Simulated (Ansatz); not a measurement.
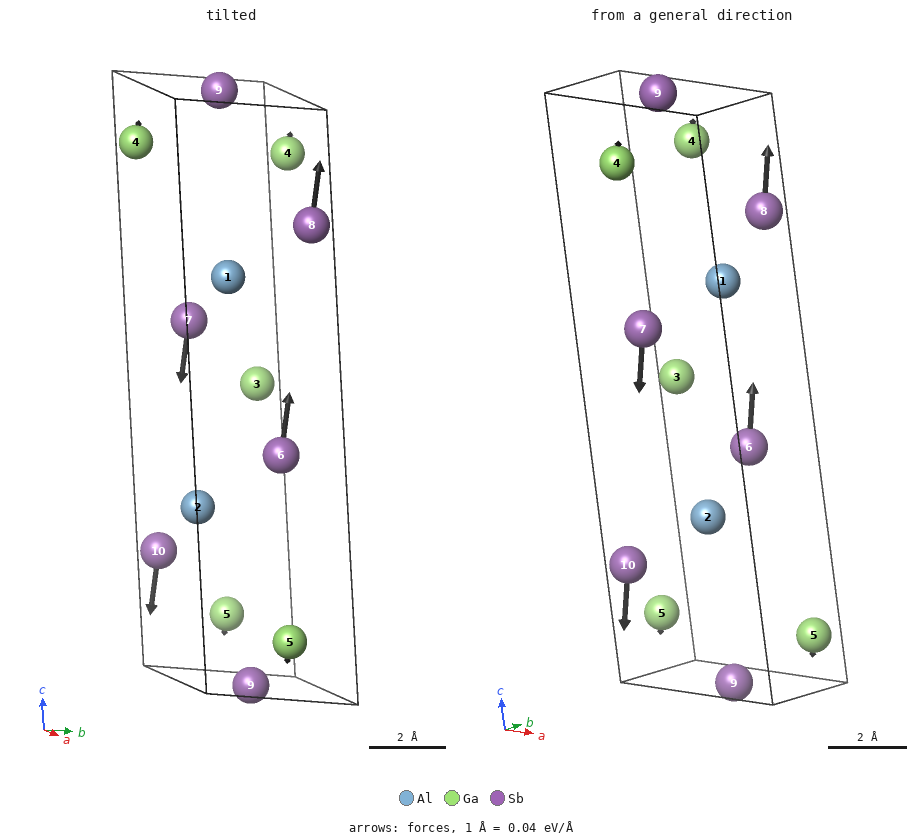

Drawn in the spheres-only manner and seen slightly off an axis and from a general direction. The wireframe shows the cell (the run's own, in a reduced setting). The arrows are the computed forces on the atoms.

System: Al2Ga3Sb5. Results below were computed with Ansatz, DFT r2SCAN, scalar-relativistic, plane waves, PAW; the settings were a cutoff energy of 500 eV, k-points about 0.17 Å⁻¹ apart, Gaussian smearing of 0.01 eV, no spin polarisation.

Q: Are the atoms in equilibrium?

A: No. The atoms still feel forces of up to about 0.052 eV/Å, above a usual threshold of 0.01 to 0.03 eV/Å.

Provenance: a structure type filled with these elements by a generator (whether the compound takes this form wasn't checked). Earlier steps of the study, as a rule a relaxation of our own, may have changed the cell and positions, so they can lie some per cent off the listed ones. It went into a calculation with Ansatz.
